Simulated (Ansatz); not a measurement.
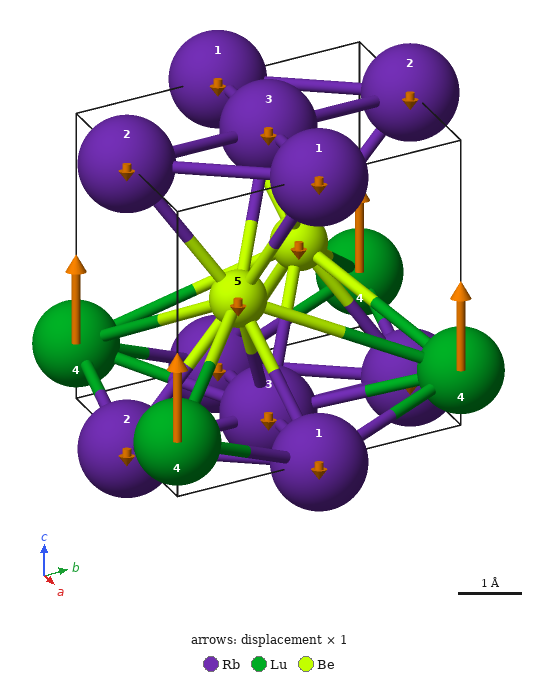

This is a relaxation of solid Rb3LuBe2 (a generated structure, set up in P6mm) (coarse preliminary run). The starting structure is drawn; orange arrows show the displacements (the part carried along by the change of the cell is left out), at their true length.

A ball-and-stick model of the cell of the calculation, seen slightly off an axis.

Method: Ansatz 0.2.0, DFT PBE, scalar-relativistic, plane waves, PAW.

The input:
```yaml
crystal:
  lattice:
    - [6.41407449, 0.0, 0.0]
    - [-3.20703724, 5.55475145, 0.0]
    - [0.0, 0.0, 4.73731746]
  atoms:
    - { symbol: Rb, position: [0.0, 0.5, 0.99502307] }
    - { symbol: Rb, position: [0.5, 0.0, 0.99502307] }
    - { symbol: Rb, position: [0.5, 0.5, 0.99502307] }
    - { symbol: Lu, position: [0.0, 0.0, 0.19263026] }
    - { symbol: Be, position: [0.66666667, 0.33333333, 0.49614772] }
    - { symbol: Be, position: [0.33333333, 0.66666667, 0.49614772] }
basis:
  ecutwfc: 420
kpoints:
  mp_grid: { grid: [3, 3, 4] }
hamiltonian:
  xc: pbe
scf:
  occupations: { method: gaussian, width: 0.1 }
  lower_state_search: "off"
output:
  forces: true
  stress: true
  eigenvalues: true
relax:
  adjacent_minimum: "off"
  f_tol: 0.04
  max_steps: 70
  cell: { stress_tol: 0.4 }
```

Command:
```bash
ansatz run input.yaml --threads 1 --pin off --max-ram 2560MiB --backend cpu --events-out ev --progress --plain --runs-dir out
```

Which element moves most?

Lutetium: up to 1.48 Å, against 0.30 Å for beryllium.

What did the optimiser do to the structure, and how much energy did it gain?

The largest move relative to the cell is that of Lu4, 1.48 Å along +c. By element the largest moves are Lu 1.48 Å, Be 0.30 Å, Rb 0.29 Å. Cell: a = b 6.414 → 6.647 Å (+3.6 %), c 4.737 → 5.881 Å (+24.1 %). Volume +33.3 %. Near-neighbour distances that change, for instance: Rb1–Lu4 3.341 → 4.437 Å, Rb1–Lu4 (another image) 4.973 → 4.438 Å, Rb1–Be5 3.002 → 3.511 Å, Lu4–Be5 3.973 → 3.838 Å. Among the angles between lasting bonds that change: Rb1–Lu4–Rb1 147.5° → 97.0°, Rb1–Lu4–Rb2 112.5° → 80.9°, Rb1–Be6–Rb1 104.0° → 113.7°. The space group (tolerance 0.01 Å) goes from P6mm (No. 183) to P6/mmm (No. 191). The energy falls by 3.547 eV per cell of the calculation in 8 accepted moves (10 points after the start). The largest force component goes from 2 to 0.00071 eV/Å. The pressure goes from 8.05 to 0.00 GPa. At 2 points the geometry stayed and the basis and grid were re-selected for the new cell (energy shift of 14.3 meV per cell of the calculation at most each time).
